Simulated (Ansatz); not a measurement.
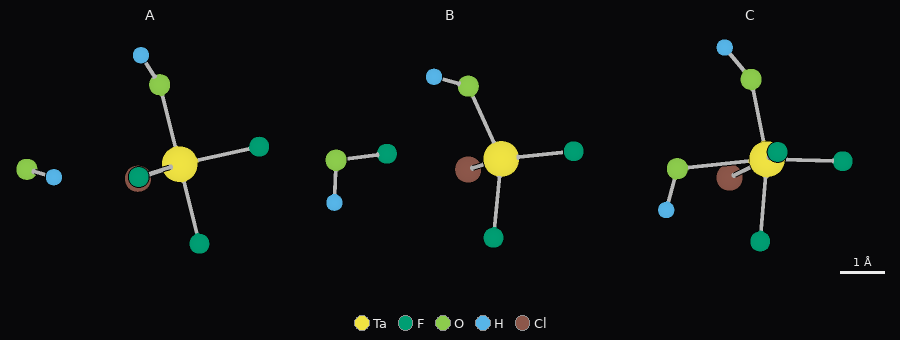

3 geometries from one relaxation of TaH2O2ClF3 (multiplicity 2), in shuffled order. A ball-and-stick model, seen at a tilt.

The run prepares an end point of a later path (reaction) calculation, from a guessed geometry.

All numbers below come from UKS PBE/def2-SVP (Ansatz 0.2.0). (collinear spin; force threshold 0.03 eV/Å; at most 50 steps)

Order the frames from highest to lowest energy.

Answer. B, A, C. They are steps 0, 15, 37, at +479.2 kJ/mol, +135.2 kJ/mol relative to the last. The atom that moves furthest after the best rigid fit is an F atom (2.41 Å). By element the largest moves are F 2.41 Å, O 1.88 Å, H 1.86 Å, Ta 1.31 Å, Cl 1.23 Å. Among the contacts that change: Cl–O 5.473 → 2.434 Å, O–Ta 4.475 → 2.098 Å, H–Ta 4.668 → 2.615 Å, F–O 1.356 → 3.183 Å. New bonds form, among them: F–Ta (3.13 → 1.88 Å), O–Ta (4.48 → 2.10 Å). Bonds break, among them: F–O (1.36 → 3.18 Å). Among the angles between lasting bonds that change: F–Ta–Cl 137.0° → 87.3°, O–Ta–F 138.2° → 164.0°, Ta–O–H 130.7° → 151.8°. After 35 accepted moves (37 points after the start) the energy has fallen by 479.2 kJ/mol. Largest force component: 3.5 eV/Å at the start, 0.019 eV/Å at the end. The line search rejected the trial steps at points 29, 36 of the run. Cost: 89 s on 4 threads of Intel(R) Xeon(R) 6975P-C (Granite Rapids), on a shared host, peak memory 0.38 GiB.
